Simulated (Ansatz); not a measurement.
Phonon calculation, with input and output: C₃H₁₀O₂Si

The run: phonon calculation of C₃H₁₀O₂Si, SMILES CCOCO[SiH3]. Method and program: RKS PBE/def2-SVP (Ansatz 0.2.0).

It belongs to a series of runs on one base structure; here: vibrations at the highest image of the band. Figures and captions count atoms from 1; the log counts them from 0 in places.

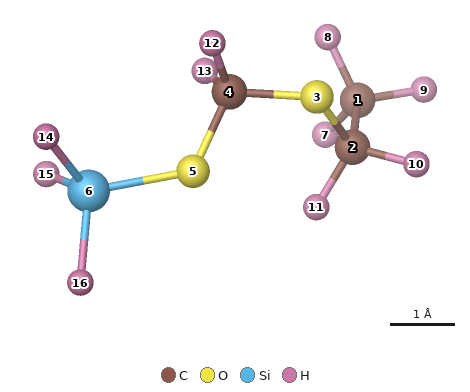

Fig. 1: The structure (ball-and-stick view, seen at a tilt; atoms are numbered from 1 in the order of the input).

## Results in brief

```tsv
quantity	value
outcome	converged
total energy	−15224.8003 eV
mean-field energy	−15224.8003 eV
largest force (length of the vector)	0.018 eV/Å
hardware	2 threads of Arm Neoverse V1, 24 GiB of memory available, shared host
wall time	3.1 min (CPU time 6 min)
peak memory	0.18 GiB
```

## Input file
```yaml
crystal:
  periodic: [false, false, false]
  atoms:
    - { symbol: C, position_ang: [-0.136339, -2.460335, -0.281638] }
    - { symbol: C, position_ang: [0.140759, -1.481109, 0.877618] }
    - { symbol: O, position_ang: [1.207972, -0.563756, 0.60373] }
    - { symbol: C, position_ang: [0.854511, 0.512667, -0.19323] }
    - { symbol: O, position_ang: [-0.020493, 1.386166, 0.506705] }
    - { symbol: Si, position_ang: [-0.682273, 2.796538, -0.127232] }
    - { symbol: H, position_ang: [-1.189543, -2.432928, -0.624452] }
    - { symbol: H, position_ang: [0.506676, -2.212414, -1.150336] }
    - { symbol: H, position_ang: [0.097806, -3.506294, -0.00189] }
    - { symbol: H, position_ang: [0.466333, -2.026135, 1.785439] }
    - { symbol: H, position_ang: [-0.771521, -0.90963, 1.154333] }
    - { symbol: H, position_ang: [1.807512, 1.032492, -0.445211] }
    - { symbol: H, position_ang: [0.360108, 0.183173, -1.146854] }
    - { symbol: H, position_ang: [0.393806, 3.783208, -0.506021] }
    - { symbol: H, position_ang: [-1.50712, 2.510153, -1.358653] }
    - { symbol: H, position_ang: [-1.551095, 3.365503, 0.951792] }
basis:
  gaussian: { orbitals: def2-SVP }
hamiltonian:
  xc: pbe
phonons: {}
```

Launched with:
```bash
ansatz run input.yaml --threads 2 --pin off --max-ram 3072MiB --backend cpu --events-out ev --progress --plain --runs-dir out
```

## The program's output
```
Engine: ansatz 0.2.0, aarch64-unknown-linux-gnu
Functional definition: PBE
  parameter kappa = 0.804
  parameter beta = 0.06672455060314922
  exchange = pbe_x(kappa = kappa, mu = beta*pi^2/3)
  correlation = pbe_c(beta = beta)
1536 factors; their error is unknown
mean field evaluation 1: about -15214.5205 eV, gradient 6.7e1 eV
mean field evaluation 2: about -15188.5322 eV, gradient 1.3e2 eV
mean field evaluation 4: about -15224.7000 eV, gradient 9.4e0 eV
mean field evaluation 8: about -15224.8854 eV, gradient 2.0e-1 eV
mean field evaluation 16: about -15224.8002 eV, gradient 2.4e-3 eV
mean field -15224.80021669 eV, -559.5010882233 hartree, gradient 6.1e-5 eV, S^2 0.000000; 0 other end points of the search recorded, 0 dependent functions left out
the calculation of the forces begins
reference -15224.80025930 eV, -559.5010897891 hartree; 29, 29 occupied and 109, 109 virtual orbitals, 1536 factors
these checks for a lower state are left out or cut short: stability, starts, cluster_reference, orbital_swaps, neighbouring_geometries, increment
1536 factors; their error is unknown
mean field -15224.80003843 eV, -559.5010816721 hartree, gradient 1.6e-6 eV, S^2 0.000000; 0 other end points of the search recorded, 0 dependent functions left out
[... from here on the field's lines of each further geometry are left out, up to the last ...]
the calculation of the forces begins
reference -15224.80022602 eV, -559.5010885661 hartree; 29, 29 occupied and 109, 109 virtual orbitals, 1536 factors
these checks for a lower state are left out or cut short: stability, starts, cluster_reference, orbital_swaps, neighbouring_geometries, increment
1536 factors; their error is unknown
mean field -15224.80018682 eV, -559.5010871255 hartree, gradient 6.7e-7 eV, S^2 0.000000; 0 other end points of the search recorded, 0 dependent functions left out
the calculation of the forces begins
reference -15224.80022943 eV, -559.5010886912 hartree; 29, 29 occupied and 109, 109 virtual orbitals, 1536 factors
WARN: phonons: modes at or below zero, which the zero-point energy, F, S and C_V leave out: 1, the lowest at -248.11 cm⁻¹. A minimum has none, and a first-order saddle one
Total energy: -15224.80025930 eV, -559.5010897891 hartree
Atom 0 at    -0.136339    -2.460335    -0.281638 Å, force    -0.005599    -0.001135    -0.000483 eV/Å
Atom 1 at     0.140759    -1.481109     0.877618 Å, force     0.005719    -0.000852    -0.004272 eV/Å
Atom 2 at     1.207972    -0.563756     0.603730 Å, force     0.000178     0.007701    -0.000132 eV/Å
Atom 3 at     0.854511     0.512667    -0.193230 Å, force     0.002943    -0.001340    -0.002270 eV/Å
Atom 4 at    -0.020493     1.386166     0.506705 Å, force     0.001887    -0.002810     0.017439 eV/Å
Atom 5 at    -0.682273     2.796538    -0.127232 Å, force    -0.000853    -0.004866    -0.014088 eV/Å
Atom 6 at    -1.189543    -2.432928    -0.624452 Å, force    -0.001792    -0.002599    -0.000808 eV/Å
Atom 7 at     0.506676    -2.212414    -1.150336 Å, force     0.000237     0.002060     0.003160 eV/Å
Atom 8 at     0.097806    -3.506294    -0.001890 Å, force    -0.000355    -0.002407     0.000022 eV/Å
Atom 9 at     0.466333    -2.026135     1.785439 Å, force    -0.002016    -0.000044    -0.000322 eV/Å
Atom 10 at    -0.771521    -0.909630     1.154333 Å, force     0.000078    -0.000985    -0.001304 eV/Å
Atom 11 at     1.807512     1.032492    -0.445211 Å, force     0.001611     0.000962    -0.000569 eV/Å
Atom 12 at     0.360108     0.183173    -1.146854 Å, force    -0.001803     0.001283    -0.000681 eV/Å
Atom 13 at     0.393806     3.783208    -0.506021 Å, force    -0.001205     0.003916     0.005593 eV/Å
Atom 14 at    -1.507120     2.510153    -1.358653 Å, force    -0.002389    -0.002448    -0.000584 eV/Å
Atom 15 at    -1.551095     3.365503     0.951792 Å, force     0.003357     0.003564    -0.000702 eV/Å
Dipole moment:    -0.150210    -0.086284    -0.222275 e Å
Vibrations: -248.11 11.37 68.94 102.10 147.59 196.51 277.93 468.43 490.39 684.43 700.56 805.85 828.36 846.93 897.06 915.78 943.71 1001.30 1028.47 1054.22 1084.70 1134.20 1154.84 1245.69 1280.19 1313.92 1356.67 1391.73 1406.95 1416.36 1436.74 1448.77 2140.42 2147.24 2206.65 2842.81 2966.72 2977.11 2982.41 3042.35 3069.86 3074.80 cm⁻¹, zero-point energy 3.384215 eV
```

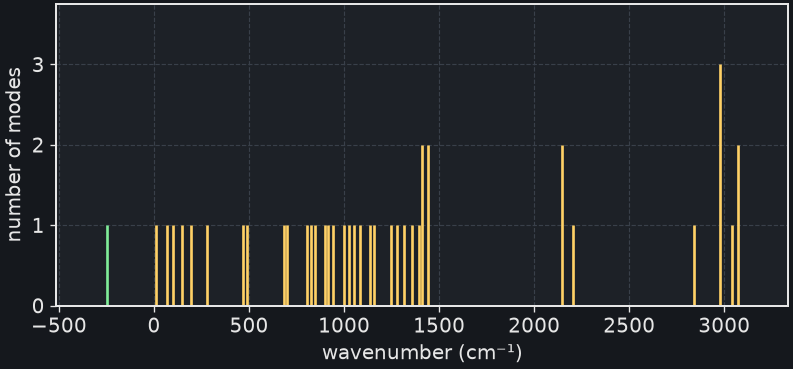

Fig. 2: Harmonic vibrational wavenumbers from the force constants; neighbouring modes closer than 15 cm⁻¹ are counted in one stick, and imaginary ones are drawn at negative wavenumbers. 42 modes from 248i to 3075 cm⁻¹, 1 imaginary beyond 8i (248i cm⁻¹): a first-order saddle point, if the geometry is stationary.
